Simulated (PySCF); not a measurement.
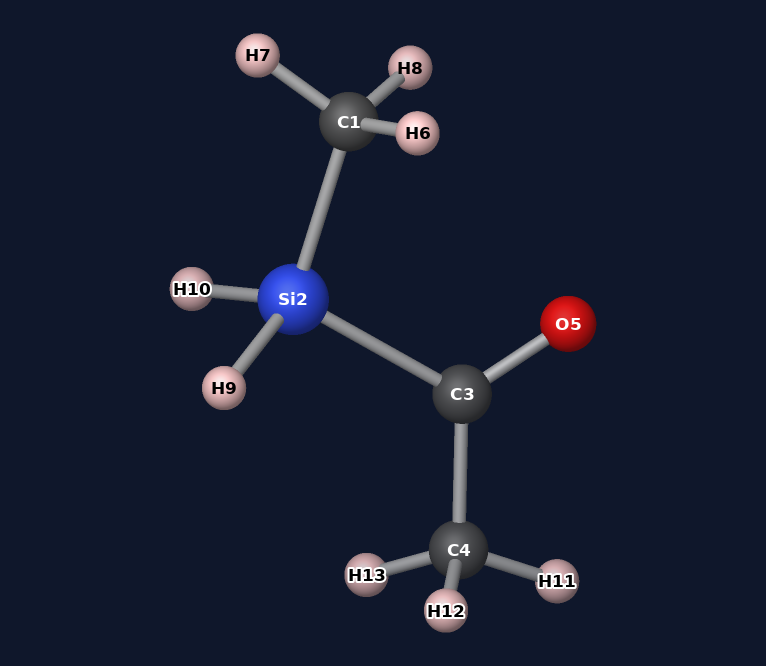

Computed geometry: PBE0-D3(BJ)/def2-SVP optimisation. No frequency run is at hand to confirm it as a minimum. Electric field gradients from the ground-state density, PBE0/def2-TZVP (PySCF 2.14.0), non-relativistic apart from any core potentials.

Give the largest field-gradient component, the quadrupole coupling constant and the asymmetry for 17O at O5 (Q = −25.6 mb).

```tsv
atom	V_zz (a.u.)	e²qQ/h (MHz)	η
O5	−1.968	11.84	0.59
```
